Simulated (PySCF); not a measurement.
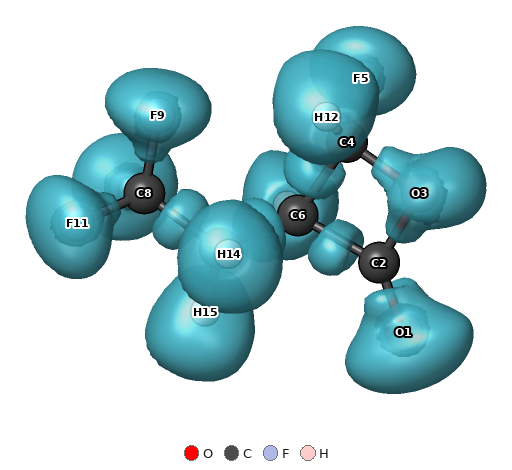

Figure 1: C₅H₄F₄O₂. Isosurface of the ELF at 0.75 (cyan), seen across its widest extent. Core shells and regions of very low density are left out.

Geometry: PBE0-D3(BJ)/def2-SVP.

Computed with PBE0/pcSseg-1, SCF density, gas phase, non-relativistic (PySCF).

```xyz
15

O     2.6050   -1.3463   -0.6721
C     1.9378   -0.3840   -0.5075
O     2.3289    0.8662   -0.1192
C     0.9816    1.3285   -0.0444
F     0.7781    2.3524   -0.8850
C     0.4597   -0.0236   -0.5358
C    -0.4579   -0.8580    0.3274
C    -1.8764   -0.3493    0.3125
F    -1.9407    0.9106    0.7650
F    -2.3830   -0.3531   -0.9232
F    -2.6652   -1.0957    1.0810
H     0.7236    1.6437    0.9782
H     0.0806    0.0646   -1.5660
H    -0.1194   -0.8800    1.3743
H    -0.4666   -1.8961   -0.0358
```

What do the ELF domains correspond to?

The ELF exceeds this value in four regions between bonded C–C atoms (shared pairs), four regions around hydrogen nuclei, four regions on F in which the atom's valence shell and bonds are merged and two regions on O in which the atom's valence shell and bonds are merged. Along the contacts the grid gives the following. C–O (1.18 Å): the ELF peaks at about 0.85 between the atoms; a short, multiple covalent bond. C–F (1.33 Å): the ELF peaks at about 0.85 between the atoms, as expected for a polar covalent bond.
